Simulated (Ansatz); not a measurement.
Level of theory: PBE (plane waves to 420 eV, PAW; Ansatz, a first-principles code).

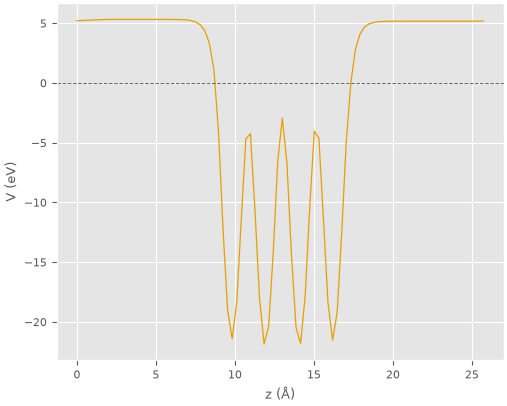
*Electrostatic potential energy of an electron, averaged over planes parallel to the surface, in eV from the Fermi level, for H on the 1x1 (0001) surface of hcp Os, one in a 2x2 cell, started at the site 'bridge Os-Os (span 2.8 Å)'*

Slab: 17 atoms, 6.4 Å thick at the start under the adsorbate (thin: gaps and levels are the slab's own); k 6x6x1, smearing 0.1 eV, dipole-corrected; 8 atoms held, the rest relaxed; symmetry of the start imposed; no spin, no spin-orbit, no U, no dispersion correction. At the end it is bonded to 3 Os. In PBE it is, or lies within 0.03 eV of, the lowest of the starts that converged.

The vacuum level lies 5.17 eV above the Fermi level over the top face and 5.32 eV above it under the bottom face.
